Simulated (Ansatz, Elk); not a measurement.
## How far do independent atoms describe LaB3Pd?

The structure of LaB3Pd used here is made up (a known structure type with other elements) and was relaxed beforehand with PBEsol. The aim is the Fourier transform of its all-electron density, F(hkl), set beside the sum over free spherical atoms that refinements use.

Main program and level: Elk 11.2.3 (patched build); DFT, PBE, all-electron APW+lo, Dirac cores, scalar-relativistic bands, static density, no spin.

The structure was built from a prototype and need not be the compound's stable phase.

### 1. The structure

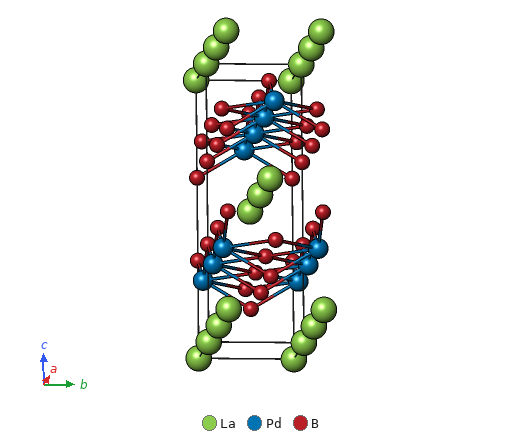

Start, viewed slightly off an axis; lanthanum green, palladium blue, boron red. 3×1×1 cells are drawn. This picture shows the conventional cell, with its axes. Some periodic images of atoms are drawn too.

### 2. Ground state and structure factors

An all-electron density is needed, since X-rays see the cores too. Task 0 finds the density and task 195 Fourier-transforms it; tshift is off so that phases refer to the origin typed.

elk.in reads:

```
tasks
  0
  195

xctype
  20

spinpol
  .false.

rgkmax
  7.0

gmaxvr
  14.0

lmaxo
  7

lmaxapw
  8

swidth
  0.002

tshift
  .false.

ramdisk
  .false.

hmaxvr
  5.5

maxscl
  120

epspot
  1e-06

sppath
  './'

avec
  -3.34331095080 3.34331095080 9.86717164615
  3.34331095080 -3.34331095080 9.86717164615
  3.34331095080 3.34331095080 -9.86717164615

atoms
  3
  'La.in'
  1
  0.0000000000 0.0000000000 0.0000000000   0.000000 0.000000 0.000000
  'Pd.in'
  1
  0.2500000000 0.7500000000 0.5000000000   0.000000 0.000000 0.000000
  'B.in'
  3
  0.7500000000 0.2500000000 0.5000000000   0.000000 0.000000 0.000000
  0.3510912431 0.3510912431 -0.0000000000   0.000000 0.000000 0.000000
  0.6489087569 0.6489087569 0.0000000000   0.000000 0.000000 0.000000

ngridk
  9 9 9
```

Run with:

```
> OMP_NUM_THREADS=4 elk
```

Numbers of over 12 decimals in the logs are rounded to 6 here.

The log of the run:

```text
┌─────────────────────────┐
│ Elk code version 11.2.3 │
└─────────────────────────┘

All units are atomic (Hartree, Bohr, etc.)

┌─────────────────────────────────────────────────┐
│ Ground-state run starting from atomic densities │
└─────────────────────────────────────────────────┘

Lattice vectors :
  -3.343310951       3.343310951       9.867171646
   3.343310951      -3.343310951       9.867171646
   3.343310951       3.343310951      -9.867171646

Reciprocal lattice vectors :
 -0.2857067773E-16  0.9396651104      0.3183883656
  0.9396651104     -0.2857067773E-16  0.3183883656
  0.9396651104      0.9396651104     -0.7087118036E-17

Unit cell volume      :    441.1702476
Brillouin zone volume :   0.5622550813

Muffin-tin inner radius fraction :   0.1000000000E-01

Nuclei treated as point charges

Species : 1 (La)
 parameters loaded from : La.in
 name : lanthanum
 nuclear charge    :   -57.00000000
 electronic charge :    57.00000000
 atomic mass :    253209.2366
 muffin-tin radius :    2.800000000
 number of radial points in muffin-tin :   1393
 inner part over the whole radius :   0.9924947902E-02
 number on inner part of muffin-tin    :    996
 approximate nuclear radius :   0.9226798129E-04
 number of mesh points to nuclear radius :    505
 atomic positions (lattice), magnetic fields (Cartesian) :
  1 :   0.00000000  0.00000000  0.00000000    0.00000000  0.00000000  0.00000000

Species : 2 (Pd)
 parameters loaded from : Pd.in
 name : palladium
 nuclear charge    :   -46.00000000
 electronic charge :    46.00000000
 atomic mass :    193991.7927
 muffin-tin radius :    2.271029200
 number of radial points in muffin-tin :    993
 inner part over the whole radius :   0.9856680498E-02
 number on inner part of muffin-tin    :    704
 approximate nuclear radius :   0.8586907259E-04
 number of mesh points to nuclear radius :    356
 atomic positions (lattice), magnetic fields (Cartesian) :
  1 :   0.25000000  0.75000000  0.50000000    0.00000000  0.00000000  0.00000000

Species : 3 (B)
 parameters loaded from : B.in
 name : boron
 nuclear charge    :   -5.000000000
 electronic charge :    5.000000000
 atomic mass :    19707.24742
 muffin-tin radius :    1.572250985
 number of radial points in muffin-tin :    593
 inner part over the whole radius :   0.9901476417E-02
 number on inner part of muffin-tin    :    403
 approximate nuclear radius :   0.4534157419E-04
 number of mesh points to nuclear radius :    163
 atomic positions (lattice), magnetic fields (Cartesian) :
  1 :   0.75000000  0.25000000  0.50000000    0.00000000  0.00000000  0.00000000
  2 :   0.35109124  0.35109124  0.00000000    0.00000000  0.00000000  0.00000000
  3 :   0.64890876  0.64890876  0.00000000    0.00000000  0.00000000  0.00000000

Total number of atoms per unit cell :    5
Total muffin-tin volume :    189.8556050
 ratio of muffin-tin to unit cell volume :   0.4303454416

Spin treatment :
 spin-unpolarised

Number of Bravais lattice symmetries :   16
Number of crystal symmetries         :    8
Crystal has no inversion symmetry
Complex Hermitian eigensolver will be used

k-point grid :      9     9     9
k-point offset :    0.000000000       0.000000000       0.000000000
k-point set is reduced with full crystal symmetry group
Total number of k-points :      115

Muffin-tin radius times maximum |G+k| :    7.000000000
 using average radius
Maximum |G+k| for APW functions       :    3.575886697
Maximum (1/2)|G+k|²                   :    6.393482834
Maximum |G| for potential and density :    14.00000000
Constant for pseudocharge density :   10
 order of it for each species :   17  17  17
 order of it for pair densities of each species (exact exchange by exxq0 0: 18) :   17  13   5
Radial integration step length :    1

G-vector grid sizes :     49    49    49
Number of G-vectors :    20351

Maximum angular momentum used for
 APW functions            :    8
 outer part of muffin-tin :    7
 inner part of muffin-tin :    2

Total nuclear charge    :   -118.0000000
[...]
electron entropic           :    -0.60399114780230E-03
 total energy                :     -13619.698304441

Density of states at Fermi energy :    45.73335968
 (states/Hartree/unit cell)

Estimated indirect band gap :   0.3919383842E-02
 from k-point 57 to k-point 64
Estimated direct band gap   :   0.6810191983E-02
 at k-point 64

Charges :
 core                        :    80.00000000
 valence                     :    38.00000000
 interstitial                :    10.12695071
 muffin-tins (core leakage)
  species : 1 (La)
   atom 1                    :    55.14775663     (  0.2291765713E-03)
  species : 2 (Pd)
[...]
species : 3 (B)
[...]
total in muffin-tins        :    107.8730493
 total calculated charge     :    117.9990000
 total charge                :    118.0000000
 error                       :   0.9999525938E-03

RMS change in Kohn-Sham potential (target) :    3.320227694     (  0.1000000000E-05)
Absolute change in total energy (target)   :    1.339219573     (  0.1000000000E-03)

[... loops 3 to 17 left out ...]

┌──────────────────┐
│ Loop number : 18 │
└──────────────────┘

Energies :
 Fermi                       :     0.394788
 sum of occupied eigenvalues :     -8285.9242590986
 electron kinetic            :      14438.512006218
 core electron kinetic       :      14202.675723976
 Coulomb                     :     -27697.216024917
 Coulomb potential           :     -22254.083246603
 nuclear-nuclear             :     -1360.1039345676
 electron-nuclear            :     -30445.567987415
 Hartree                     :      4108.4558970655
 Madelung                    :     -16570.174401615
 xc potential                :     -470.35301871333
 exchange                    :     -354.36228175248
 correlation                 :     -6.161730
 electron entropic           :    -0.91142588527772E-03
 total energy                :     -13619.228941781

Density of states at Fermi energy :    72.69963349
 (states/Hartree/unit cell)

Estimated indirect band gap :   0.1396101127E-02
 from k-point 97 to k-point 107
Estimated direct band gap   :   0.1324706913E-01
 at k-point 107

Charges :
 core                        :    80.00000000
 valence                     :    38.00000000
 interstitial                :    8.864627957
 muffin-tins (core leakage)
  species : 1 (La)
[...]
species : 2 (Pd)
[...]
species : 3 (B)
[...]
total in muffin-tins        :    109.1353720
 total calculated charge     :    117.9988385
 total charge                :    118.0000000
 error                       :   0.1161452430E-02

RMS change in Kohn-Sham potential (target) :   0.7014109487E-06 (  0.1000000000E-05)
Absolute change in total energy (target)   :   0.4412214548E-04 (  0.1000000000E-03)

Convergence targets achieved

┌──────────────────┐
│ Loop number : 19 │
└──────────────────┘

Energies :
 Fermi                       :     0.394788
 sum of occupied eigenvalues :     -8285.9242502483
 electron kinetic            :      14438.512016282
 core electron kinetic       :      14202.675719423
 Coulomb                     :     -27697.216031883
 Coulomb potential           :     -22254.083233976
 nuclear-nuclear             :     -1360.1039345676
 electron-nuclear            :     -30445.568014279
 Hartree                     :      4108.4559169639
 Madelung                    :     -16570.174414895
 xc potential                :     -470.35303255470
 exchange                    :     -354.36228241262
 correlation                 :     -6.161730
 electron entropic           :    -0.91142550760609E-03
 total energy                :     -13619.228939347

Density of states at Fermi energy :    72.69958941
 (states/Hartree/unit cell)

Estimated indirect band gap :   0.1396105544E-02
 from k-point 92 to k-point 107
Estimated direct band gap   :   0.1324707246E-01
 at k-point 107

Charges :
 core                        :    80.00000000
 valence                     :    38.00000000
 interstitial                :    8.864627569
 muffin-tins (core leakage)
  species : 1 (La)
[...]
species : 2 (Pd)
[...]
species : 3 (B)
   atom 1                    :    3.250734541     (  0.3163620823E-03)
   atom 2                    :    3.355452530     (  0.3238339658E-03)
   atom 3                    :    3.355452530     (  0.3238339658E-03)
 total in muffin-tins        :    109.1353724
 total calculated charge     :    117.9988385
 total charge                :    118.0000000
 error                       :   0.1161452338E-02

┌──────────────────────────────┐
│ Self-consistent loop stopped │
└──────────────────────────────┘

Warning : core states of species 1 leak from the muffin-tin :   0.2210550901E-03

Warning : core states of species 3 leak from the muffin-tin :   0.3238339658E-03

Wrote STATE.OUT
```

Run time: 75 s. Hardware: 4 threads of Intel Xeon Platinum 8375C at 2.90GHz (Ice Lake), shared host; peak memory 0.19 GiB; 4.5 min of CPU time.

SFACRHO.OUT:

```text

h k l indices transformed by vhmat matrix:
   1.000000000       0.000000000       0.000000000    
   0.000000000       1.000000000       0.000000000    
   0.000000000       0.000000000       1.000000000    

      h      k      l  multipl.   |H|            Re(F)            Im(F)           |F|

      0      0      0      1   0.0000000       118.00000      0.38402119E-15   118.00000    
     -1     -1      1      2  0.63677673       2.7617816     -0.49745045E-14   2.7617816    
      0     -1      0      4  0.99213995       44.421565       36.548148       57.524277    
      1      0     -1      4  0.99213995       44.421565      -36.548148       57.524277    
     -2     -2      2      2   1.2735535       81.045175      0.10905644E-13   81.045175    
      0      0      1      4   1.3288871       11.083216     -0.13028885E-13   11.083216    
      1      2     -2      4   1.3398921       50.425067      -34.012347       60.823739    
     -2     -1      1      4   1.3398921       50.425067       34.012347       60.823739    
      0      2     -1      8   1.4735758       80.508063      0.21045981E-13   80.508063    
      2      2     -1      8   1.8406193       2.4586468      0.10905644E-13   2.4586468    
      3      2     -2      4   1.8485803       40.501355       30.440059       50.665145    
     -2     -3      3      4   1.8485803       40.501355      -30.440059       50.665145    
     -1      1      1      4   1.8793302       78.603720      0.21362879E-13   78.603720    
      3      3     -3      2   1.9103302       9.1853348      0.15688822E-13   9.1853348    
      0      2      0      4   1.9842799       4.7452712      0.10853131E-01   4.7452836    
      2      0      0      4   1.9842799       4.7452712     -0.10853131E-01   4.7452836    
     -1      2     -1      8   2.1251409       35.984605      -28.588772       45.958782    
     -2      1      0      8   2.1251409       35.984605       28.588772       45.958782
```

Elk indexes on the primitive cell of elk.in and gives |H| = 4π sin θ/λ in inverse bohr. Below, one row stands for each form hkl of the conventional cell (m members, Friedel mates merged), F is for one primitive cell and the density is static (no thermal factor). Free-atom factors are Waasmaier and Kirfel's, and R is Σm||F|−|F'||/Σm|F|.

```csv
hkl,m,sin θ/λ (Å⁻¹),"abs F, DFT",neutral atoms,diff.,abs of complex diff.
002,2,0.096,2.762,2.309,+0.453,0.453
101,8,0.149,57.524,58.026,-0.502,0.573
004,2,0.192,81.045,81.755,-0.710,0.710
110,4,0.200,11.083,10.651,+0.432,0.432
103,8,0.202,60.824,60.902,-0.079,0.535
112,8,0.222,80.508,80.798,-0.290,0.290
114,8,0.277,2.459,2.159,+0.299,0.299
105,8,0.278,50.665,50.814,-0.148,0.183
200,4,0.283,78.604,78.795,-0.191,0.191
006,2,0.287,9.185,8.845,+0.341,0.341
202,8,0.298,4.745,4.497,+0.248,0.248
211,16,0.320,45.959,45.928,+0.031,0.098
204,8,0.341,65.382,65.370,+0.012,0.019
213,16,0.347,48.612,48.661,-0.049,0.098
116,8,0.350,70.426,70.364,+0.062,0.062
107,8,0.364,42.248,42.158,+0.090,0.119
008,2,0.383,65.808,65.743,+0.066,0.066
215,16,0.396,43.129,42.994,+0.135,0.155
```

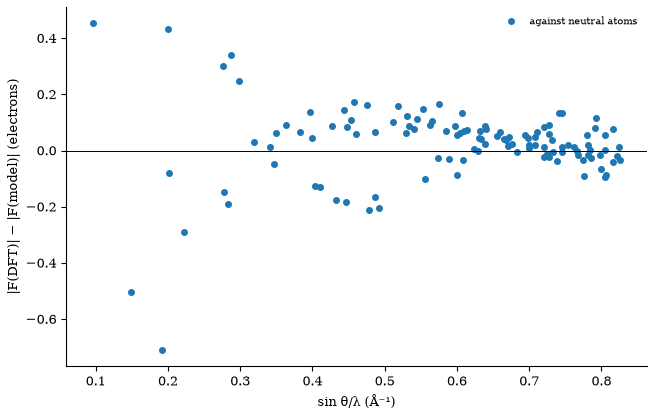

Difference between the calculated structure factors and the independent-atom ones.

### 3. The highest occupied states alone

An energy window below the Fermi level keeps the highest occupied states, to see at which angles they scatter; shallow core shells can lie inside it and anion s states outside. No new self-consistency is needed.

Edit elk.in of step 2 so:

```diff
@@ -1,3 +1,2 @@
 tasks
-  0
   195
@@ -40,2 +39,5 @@
 
+wsfac
+  -0.156450 0.694790
+
 sppath
```

Run with:

```
> OMP_NUM_THREADS=4 elk
```

The log of the run:

```text
┌─────────────────────────────────┐
│ Elk code version 11.2.3 started │
└─────────────────────────────────┘

Info(readinput): the functional depends on the density's gradient
 muffin-tin radial points multiplied by    2.00000
 (not where nrmtscf is given)

┌────────────────────┐
│ Current task : 195 │
└────────────────────┘
Info(checkmt): changed muffin-tin radius of species 2 (Pd) from   2.6000 to   2.2710
Info(checkmt): changed muffin-tin radius of species 3 (B) from   1.8000 to   1.5723

Info(sfacrho): density structure factors written to SFACRHO.OUT

 Energy window :  -0.1564500000      0.6947900000

┌──────────────────┐
│ Elk code stopped │
└──────────────────┘
```

Run time: 6.6 s. Hardware: 4 threads; peak memory 0.16 GiB.

States within 15 eV below the Fermi level hold 22.00 electrons; any levels below the window count with the cores. Their amplitudes can exceed the total, where window and core parts have opposite phase:

```csv
hkl,sin θ/λ (Å⁻¹),"abs F, window","abs F, all"
002,0.096,10.159,2.762
101,0.149,4.658,57.524
004,0.192,3.747,81.045
110,0.200,3.145,11.083
103,0.202,3.711,60.824
112,0.222,3.901,80.508
114,0.277,2.697,2.459
105,0.278,1.916,50.665
200,0.283,2.769,78.604
006,0.287,1.655,9.185
```

### 4. Another functional

The difference from free atoms is small, so it is set against the change that LDA (Perdew-Wang) makes.

Edit elk.in of step 3 so:

```diff
@@ -1,2 +1,3 @@
 tasks
+  0
   195
@@ -4,3 +5,3 @@
 xctype
-  20
+  3
 
@@ -39,5 +40,2 @@
 
-wsfac
-  -0.156450 0.694790
-
 sppath
```

Run with:

```
> OMP_NUM_THREADS=4 elk
```

The log of the run:

```text
┌─────────────────────────┐
│ Elk code version 11.2.3 │
└─────────────────────────┘

All units are atomic (Hartree, Bohr, etc.)

┌─────────────────────────────────────────────────┐
│ Ground-state run starting from atomic densities │
└─────────────────────────────────────────────────┘

Lattice vectors :
  -3.343310951       3.343310951       9.867171646
   3.343310951      -3.343310951       9.867171646
   3.343310951       3.343310951      -9.867171646

Reciprocal lattice vectors :
 -0.2857067773E-16  0.9396651104      0.3183883656
[...]
species : 3 (B)
[...]
atom 2                    :    3.355774983     (  0.3468587190E-03)
   atom 3                    :    3.355774983     (  0.3468587190E-03)
 total in muffin-tins        :    109.1541649
 total calculated charge     :    117.9987880
 total charge                :    118.0000000
 error                       :   0.1211971135E-02

┌──────────────────────────────┐
│ Self-consistent loop stopped │
└──────────────────────────────┘

Warning : core states of species 1 leak from the muffin-tin :   0.2214907575E-03

Warning : core states of species 3 leak from the muffin-tin :   0.3468587190E-03

Wrote STATE.OUT
[key lines of the parts left out:]
total energy                :     -13607.455895831
```

The job ended after 54 s (4 threads; peak memory 0.16 GiB; 3.2 min of CPU time).

Against the first run R = 0.03 %; the largest change is +0.036 at 4 2 10.

### 5. A coarser k-mesh

About half the k-points along each axis test the sampling.

Edit elk.in of step 4 so:

```diff
@@ -5,3 +5,3 @@
 xctype
-  3
+  20
 
@@ -63,2 +63,2 @@
 ngridk
-  9 9 9
+  4 4 4
```

Run with:

```
> OMP_NUM_THREADS=4 elk
```

The log of the run:

```text
┌─────────────────────────┐
│ Elk code version 11.2.3 │
└─────────────────────────┘

All units are atomic (Hartree, Bohr, etc.)

┌─────────────────────────────────────────────────┐
│ Ground-state run starting from atomic densities │
└─────────────────────────────────────────────────┘

Lattice vectors :
  -3.343310951       3.343310951       9.867171646
   3.343310951      -3.343310951       9.867171646
   3.343310951       3.343310951      -9.867171646

Reciprocal lattice vectors :
 -0.2857067773E-16  0.9396651104      0.3183883656
[...]
species : 3 (B)
[...]
atom 2                    :    3.355765581     (  0.3238212966E-03)
   atom 3                    :    3.355765581     (  0.3238212966E-03)
 total in muffin-tins        :    109.1334933
 total calculated charge     :    117.9988562
 total charge                :    118.0000000
 error                       :   0.1143761761E-02

┌──────────────────────────────┐
│ Self-consistent loop stopped │
└──────────────────────────────┘

Warning : core states of species 1 leak from the muffin-tin :   0.2211288442E-03

Warning : core states of species 3 leak from the muffin-tin :   0.3238212966E-03

Wrote STATE.OUT
[key lines of the parts left out:]
total energy                :     -13619.227622272
```

Elapsed: 23 s, on 4 threads; peak memory 0.18 GiB; 57 s of CPU time.

Against the first run R = 0.01 %; the largest change is -0.024 at 002.

### 6. Settings against the effect

```csv
run,R against the first run (%),"R against neutral atoms, low angle (%)",wall time
"PBE, rgkmax 7",0.00,0.69,75 s
LDA (Perdew-Wang),0.03,0.71,54 s
k-mesh 4×4×4,0.01,0.70,23 s
```

### 7. Summary of results

```yaml
r_against_neutral_atoms_sin_theta_lambda_0p3_a_minus1: 0.69 %
r_against_neutral_atoms_0p3_to_0p83_a_minus1: 0.21 %
```

**Reading.** Independent neutral atoms miss the calculated amplitudes by R = 0.69 % below 0.3 Å⁻¹ and 0.21 % from there to 0.83 Å⁻¹; by shells, 1.06 % below 0.15 Å⁻¹ (2 forms), 0.61 % 0.15 to 0.3 (9 forms), 0.23 % 0.3 to 0.45 (15 forms), 0.21 % above 0.45 (92 forms). Bonding, aspherical density and the tables' own atoms all enter these figures, and the runs don't part them. The largest change of an amplitude is -0.71 electrons, at 004. R counts amplitudes alone; phases shift too. Weak lines can change much in proportion: 002 goes from 2.31 to 2.76. The window's part falls from 22.0 electrons at the origin to at most 0.28 between 0.45 and 0.83 Å⁻¹. Below 0.3 Å⁻¹ the changes that finished (LDA (Perdew-Wang) and k-mesh 4×4×4) move F by R = 0.03 % at most, against the 0.69 % that separates it from free atoms. The basis has no finished test. These runs have no spin, though d or f shells may be open. Part of the difference isn't bonding: the tables are fits to free atoms and ions calculated by other methods than this functional. Thermal motion, anomalous dispersion and extinction are left out.

[Logs are printed without paths, hosts, clocks, repeated set-up lines and the standing remarks that a program may print on its own settings, such as how far it seeks lower states.]

[Hosts, paths, dates, database ids (printed as entryN), source tags and the programs' standing remarks are cut or masked in the printed files.]
